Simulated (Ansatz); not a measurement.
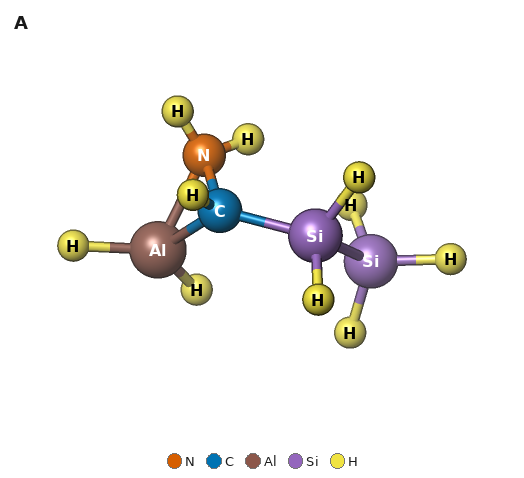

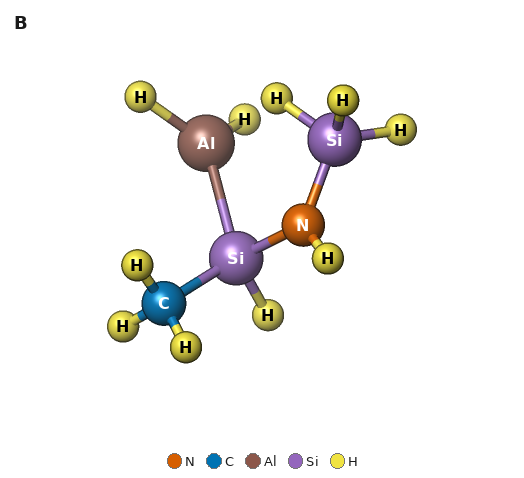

2 stationary structures of one formula. Geometries: PBE0-D4/def2-TZVP. Electronic energies: CCSD(T)/CBS (MP2 limit from def2-TZVPP and def2-QZVPP plus CCSD(T) − MP2) (Ansatz 0.2.0), without zero-point energy. No frequency run is at hand to confirm each as a minimum. Each is one conformer, not always the lowest.

Which is lowest in energy, and by how much?

B is lowest; A lies 36.8 kcal/mol above it.
